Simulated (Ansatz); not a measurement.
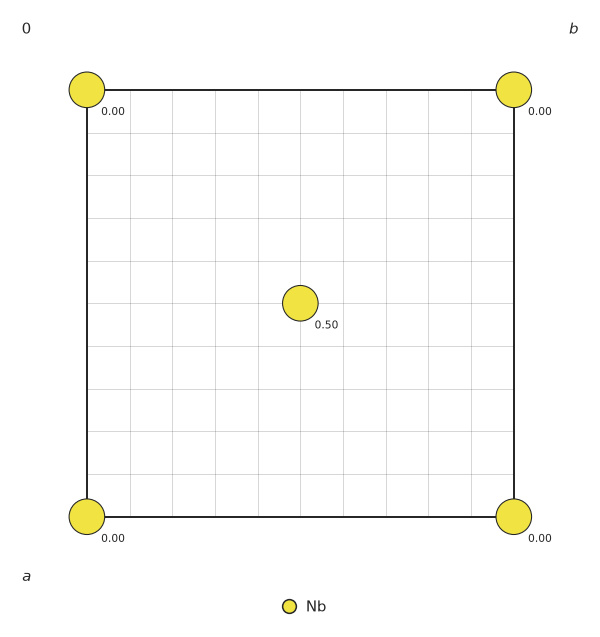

Plan of a unit cell projected along c (a down the page, b across); the numbers are heights as fractions of c, and atoms on the cell's edges are repeated. The grid marks tenths of a and b. Source: the input geometry of an electronic-structure calculation (not necessarily at equilibrium). The drawing is computed from the coordinates (standard cell, symmetry found to 0.002 Å).

a = 3.272 Å, b = 3.272 Å, c = 3.272 Å, α = 90.00°, β = 90.00°, γ = 90.00°.

> What does the cell contain?

2 Nb: Nb, Z = 2.

> Which space group?

Im-3m, No. 229, body-centred cubic.

> Give the independent sites, coordinates to two places.

```
atom  site  symmetry     x     y     z
  Nb    2a      m-3m  0.00  0.00  0.00
```
